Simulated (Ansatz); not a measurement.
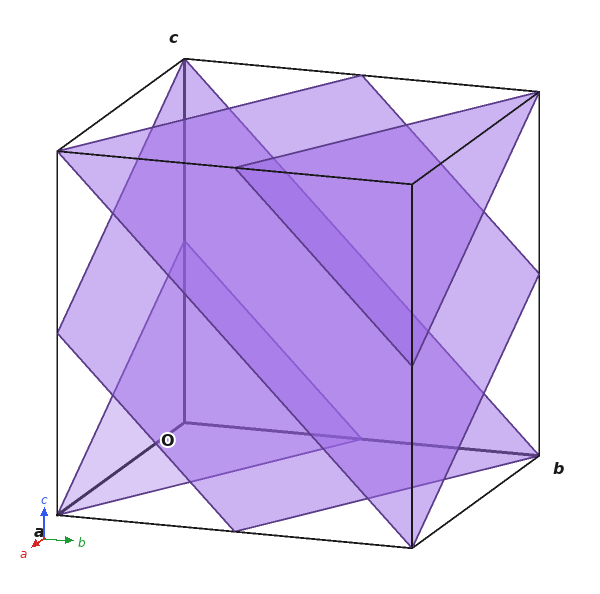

For SnGe₂, coordinates from a relaxation (final pressure about 30 GPa) with DFT LDA, scalar-relativistic, plane waves, PAW in Ansatz 0.2.0; the starting structure was generated, so it need not be a known form of this composition: every member of one family of equally spaced planes, hx + ky + lz = a whole number, that cuts the unit cell is shaded (one member passes through the origin O, touching the cell only at an edge or corner). The drawing is computed from the coordinates (standard cell, symmetry found to 0.002 Å).

a = 6.033 Å, b = 6.033 Å, c = 6.033 Å, α = 90.00°, β = 90.00°, γ = 90.00°.

Index the planes.

Answer. (1 2 2); the opposite sign names the same planes. The member next to the origin meets the axes a at 1, b at 1/2, c at 1/2.

What is the spacing?

Answer. d = 2.011 Å.
